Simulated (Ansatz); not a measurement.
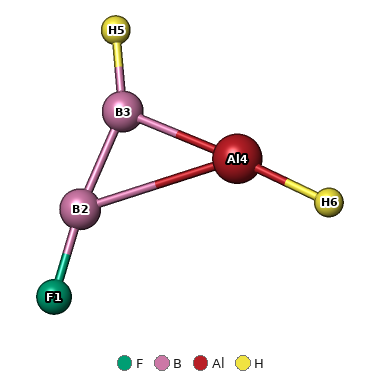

The system is AlB₂FH₂ (SMILES F[B]1[BH][AlH]1) with the probe Li+; the picture shows it without the atoms that are moved over the map. 
- The probe is moved over the plane through the molecule's long axis and the normal of its main plane.
- The first coordinate is: x of the probe's Li atom; the second: z of the probe's Li atom.
- Nothing is relaxed (molecule and probe rigid).
- The scan uses a 19 × 11 grid. At 49 points there is no value (left out of the scan, as a rule where atoms come close).
- All energies are given in eV relative to the lowest grid point.
- Energies and slopes of some neighbouring points disagree (a jump in structure or state, or too coarse a mesh).
- These are results of RKS SPW92 (LDA)/def2-TZVP (Ansatz), not measurements.

Range: x of the probe's Li atom from −5.49 to 5.49 Å; z of the probe's Li atom from −3.05 to 3.05 Å.

Question: What landscape does the calculation give?

Answer: The lowest grid point is at x of the probe's Li atom = 0.00 Å, z of the probe's Li atom = −2.44 Å [nearest 1 B at 2.53 Å]. The highest grid point, x of the probe's Li atom = 3.05 Å, z of the probe's Li atom = −1.22 Å [nearest 1 Al at 2.07 Å], lies 1.72 eV above the lowest.

| z of the probe's Li atom ↓, x of the probe's Li atom → | −4.88 | −3.66 | −2.44 | −1.22 | 0.00 | 1.22 | 2.44 | 3.66 | 4.88 |
| --- | --- | --- | --- | --- | --- | --- | --- | --- | --- |
| 3.05 | 1.10 | 1.01 | 0.82 | 0.49 | 0.22 | 0.28 | 0.60 | 0.96 | 1.19 |
| 2.44 | 1.08 | 0.94 | 0.64 | 0.25 | 0.00 | 0.22 | 0.56 | 0.92 | 1.19 |
| 1.83 | 1.05 | 0.83 | 0.40 | 0.39 | 0.63 | 1.45 | 1.17 | 0.96 | 1.22 |
| 1.22 | 1.02 | 0.68 | – | – | – | – | – | 1.18 | 1.26 |
| 0.61 | 0.99 | 0.55 | – | – | – | – | – | 1.50 | 1.33 |
| 0.00 | 0.98 | 0.51 | – | – | – | – | – | 1.67 | 1.37 |
| −0.61 | 0.99 | 0.55 | – | – | – | – | – | 1.51 | 1.33 |
| −1.22 | 1.02 | 0.68 | – | – | – | – | – | 1.18 | 1.27 |
| −1.83 | 1.05 | 0.83 | 0.40 | 0.39 | 0.64 | 1.45 | 1.17 | 0.97 | 1.22 |
| −2.44 | 1.08 | 0.94 | 0.64 | 0.25 | 0.00 | 0.22 | 0.56 | 0.92 | 1.20 |
| −3.05 | 1.10 | 1.01 | 0.81 | 0.49 | 0.22 | 0.28 | 0.61 | 0.97 | 1.19 |

The table holds every second grid line.

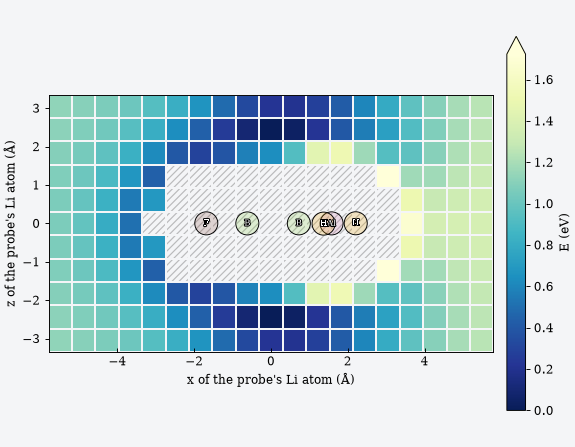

In the figure: one coloured cell a grid point, labelled circles for the molecule's atoms, projected on the plane, one colour for all values above the top of the scale, hatched blanks where no value was computed.

Time for the 160 points that were run: 8.6 min on 1 thread of Arm Neoverse V1, with other jobs on the host.
